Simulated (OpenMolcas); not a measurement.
# PH2 (SMILES [PH2]) at 4 levels

Aim: a comparison of 4 runs (UHF/STO-3G, UB3LYP/6-31G*, UM06-L/cc-pVTZ, USVWN5/cc-pVTZ) of PH2. 

The calculation is run with OpenMolcas 26.06.

1 further run of the same task is left out (set aside as unsound or not needed).

## Step 1: Starting point

PH2: 3 atoms, total charge 0, spin state doublet. As SMILES, `[PH2]`. The P1–H2 distance was set to 3.133 Å, away from the relaxed value. At this shape a bond of the SMILES string is far longer than usual.

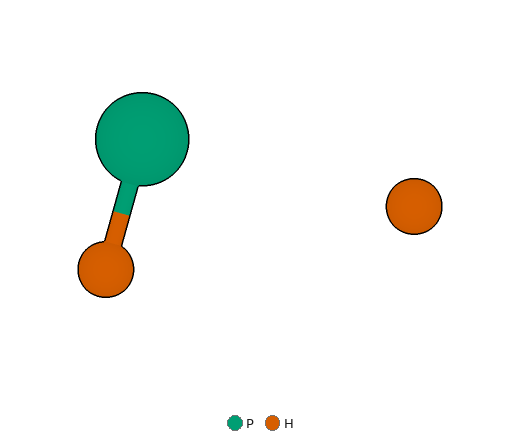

Viewed from a chosen angle; phosphorus teal, hydrogen orange.

## Step 2: A single-point energy at UHF/STO-3G (run 1)

Contents of mol.inp:

```
&GATEWAY
  BasLib
  $CurrDir
  Coord
  3
  angstrom
  P        1.019026      -1.942362       0.355960
  H        0.114640       1.051490       0.176750
  H       -0.147074      -2.375112      -0.337220
  Basis
  STO-3G
  Group
  NoSym

&SEWARD

&SCF
  UHF
  Spin
  2
  Thresholds
  1e-10 1e-07 1e-07 1e-05
  PrOrbitals
  1 2
```

The basis set STO-3G is read from a file made from the Basis Set Exchange's data (not shown).

Run with:

```console
export MOLCAS_MEM=1860
pymolcas mol.inp > mol.log
```

Log:

```text
--- Start Module: gateway ---
[...]
--- Stop Module: gateway /rc=_RC_ALL_IS_WELL_ ---
--- Start Module: seward ---
[...]
      Basis functions           11
--- Stop Module: seward /rc=_RC_ALL_IS_WELL_ ---
[...]
--- Start Module: scf ---
[...]
       Convergence after  16 Iterations
[...]
::    Total SCF energy                               -337.9084955198
[...]
      Total spin, S                                     0.9149264303
[...]
      Total electronic charge=   17.000000
      Total            charge=   -0.000000
[...]
      Dipole Moment (debye):
      Origin of the operator (angstrom)=    0.9558   -1.8641    0.3293
                   X= -2.1429E-01               Y= -1.0810E-01               Z= -1.3046E-01           Total=  2.7317E-01
      Quadrupole Moment (debye*angstrom):
[...]
--- Stop Module: scf /rc=_RC_ALL_IS_WELL_ ---
[...]
```

It took 2.5 s on 1 thread of Intel Xeon Platinum 8259CL at 2.50GHz (Skylake/Cascade Lake), shared host; peak memory 0.37 GiB.

## Step 3: The energy at UB3LYP/6-31G(d) (spherical functions) (run 2)

Contents of test.input:

```
* H2P Kohn-Sham DFT
&GATEWAY
BasLib=$CurrDir
Coord
3
bohr
P      1.92568005    -3.67053221     0.67266691
H      0.21663820     1.98702812     0.33400909
H     -0.27792958    -4.48831120    -0.63725344
Basis=6-31Gs
Group=NoSym
&SEWARD
GridInput
Grid=UltraFine
End of Grid
&SCF
UHF
Spin=2
KSDFT=B3LYP
Thresholds=1e-10 1e-07 1e-07 1e-05
PrOrbitals=1 1
```

The basis set 6-31G* is read from a file made from the Basis Set Exchange's data (not shown).

Run with:

```console
export MOLCAS_MEM=1860
pymolcas test.input > test.log
```

Log:

```text
--- Start Module: gateway ---
[...]
--- Stop Module: gateway /rc=_RC_ALL_IS_WELL_ ---
--- Start Module: seward ---
[...]
      Basis functions           22
--- Stop Module: seward /rc=_RC_ALL_IS_WELL_ ---
[...]
--- Start Module: scf ---
[...]
       Convergence after  18 Iterations
[...]
::    Total KS-DFT energy                            -342.3801053983
[...]
      Total spin, S                                     0.8769714952
[...]
      Total electronic charge=   17.000000
      Total            charge=   -0.000000
[...]
      Dipole Moment (debye):
      Origin of the operator (angstrom)=    0.9558   -1.8641    0.3293
                   X= -5.1615E-01               Y= -3.4000E-01               Z= -3.2280E-01           Total=  6.9729E-01
      Quadrupole Moment (debye*angstrom):
[...]
--- Stop Module: scf /rc=_RC_ALL_IS_WELL_ ---
[...]
```

Run time: 9.3 s. Hardware: 1 thread of Intel Xeon Platinum 8259CL at 2.50GHz (Skylake/Cascade Lake), shared host; peak memory 0.37 GiB.

## Step 4: A single-point energy at UM06-L/cc-pVTZ (run 3)

Contents of test.inp:

```
* H2P Kohn-Sham DFT
&GATEWAY
BASLIB
$CurrDir
BASISSET
P.cc-pVTZ....
P1 1.019026 -1.942362 0.355960 angstrom
End of Basis
BASISSET
H.cc-pVTZ....
H2 0.114640 1.051490 0.176750 angstrom
H3 -0.147074 -2.375112 -0.337220 angstrom
End of Basis
&SEWARD
GRIDINPUT
Grid=UltraFine
End of Grid
&SCF
UHF
SPIN
2
KSDFT
M06L
THRESHOLDS
1e-10 1e-07 1e-07 1e-05
PRORBITALS
1 2
```

The basis set cc-pVTZ is read from a file made from the Basis Set Exchange's data (not shown).

Run with:

```console
export MOLCAS_MEM=1860
pymolcas test.inp > test.log
```

Log:

```text
--- Start Module: gateway ---
[...]
--- Stop Module: gateway /rc=_RC_ALL_IS_WELL_ ---
--- Start Module: seward ---
[...]
      Basis functions           62
--- Stop Module: seward /rc=_RC_ALL_IS_WELL_ ---
[...]
--- Start Module: scf ---
[...]
       Convergence after  22 Iterations
[...]
::    Total KS-DFT energy                            -342.3852385172
[...]
      Total spin, S                                     0.8854182750
[...]
      Total electronic charge=   17.000000
      Total            charge=   -0.000000
[...]
      Dipole Moment (debye):
      Origin of the operator (angstrom)=    0.9558   -1.8641    0.3293
                   X= -3.6435E-01               Y= -2.9860E-01               Z= -2.3418E-01           Total=  5.2607E-01
      Quadrupole Moment (debye*angstrom):
[...]
--- Stop Module: scf /rc=_RC_ALL_IS_WELL_ ---
[...]
```

Run time: 31 s. Hardware: 1 thread of Intel Xeon Platinum 8259CL at 2.50GHz (Skylake/Cascade Lake), shared host; peak memory 0.4 GiB.

## Step 5: A single-point energy at USVWN5/cc-pVTZ (run 4)

Contents of mol.xyz:

```xyz
3

P      1.019026    -1.942362     0.355960
H      0.114640     1.051490     0.176750
H     -0.147074    -2.375112    -0.337220
```

Contents of job.inp:

```
&GATEWAY
 BasLib = $CurrDir
 Coord = mol.xyz
 Basis = cc-pVTZ
 Group = NoSym

&SEWARD
 GridInput
 Grid=UltraFine
 End of Grid

&SCF
 UHF
 Spin = 2
 KSDFT = SVWN5
 Thresholds = 1e-10 1e-07 1e-07 1e-05
 PrOrbitals = 1 2
```

The basis set cc-pVTZ is read from a file made from the Basis Set Exchange's data (not shown).

Run with:

```console
export MOLCAS_MEM=1860
pymolcas job.inp > job.log
```

Log:

```text
--- Start Module: gateway ---
[...]
--- Stop Module: gateway /rc=_RC_ALL_IS_WELL_ ---
--- Start Module: seward ---
[...]
      Basis functions           62
--- Stop Module: seward /rc=_RC_ALL_IS_WELL_ ---
[...]
--- Start Module: scf ---
[...]
       Convergence after  19 Iterations
[...]
::    Total KS-DFT energy                            -341.0932592884
[...]
      Total spin, S                                     0.8292319155
[...]
      Total electronic charge=   17.000000
      Total            charge=   -0.000000
[...]
      Dipole Moment (debye):
      Origin of the operator (angstrom)=    0.9558   -1.8641    0.3293
                   X= -3.4912E-01               Y= -4.7393E-01               Z= -2.4460E-01           Total=  6.3744E-01
      Quadrupole Moment (debye*angstrom):
[...]
--- Stop Module: scf /rc=_RC_ALL_IS_WELL_ ---
[...]
```

It took 13 s on 1 thread of Intel Xeon Platinum 8259CL at 2.50GHz (Skylake/Cascade Lake), shared host; peak memory 0.4 GiB.

## Step 6: Overview of the runs

```tsv
run	level	integration grid	energy (Eh)	dipole moment (D)	HOMO energy (eV)	LUMO energy (eV)	wall time
1	UHF/STO-3G	–	-337.908496	0.27	-7.19	7.91	2.5 s
2	UB3LYP/6-31G* (spherical functions)	UltraFine	-342.380105	0.70	-6.99	-3.27	9.3 s
3	UM06-L/cc-pVTZ	UltraFine	-342.385239	0.53	-6.35	-3.93	31 s
4	USVWN5/cc-pVTZ	UltraFine	-341.093259	0.64	-6.21	-4.50	13 s
```

## Step 7: Outcome

| quantity | value |
| --- | --- |
| run 4: total energy | -341.09326 Eh |
| run 4: dipole moment | 0.64 D |
| run 4: HOMO energy (highest over α and β) | -6.21 eV |
| run 4: LUMO energy (lowest over α and β) | -4.50 eV |
| run 4: ⟨S²⟩ | 1.517 |

**Reading.** The dipole moment (its size) runs from 0.27 D (UHF/STO-3G) to 0.70 D (UB3LYP/6-31G*). The two ends differ in method and basis. Totals of different functionals can't be ranked against each other. In run 1 the basis is minimal, so the values are rough. Spin contamination of the reference: run 1 ⟨S²⟩ = 1.75, run 3 ⟨S²⟩ = 1.67, run 2 ⟨S²⟩ = 1.65, run 4 ⟨S²⟩ = 1.52. Where it is this large, the reference is a mixture of spin states, and values that rest on it are in doubt. All runs together took 56 s, the longest 31 s.
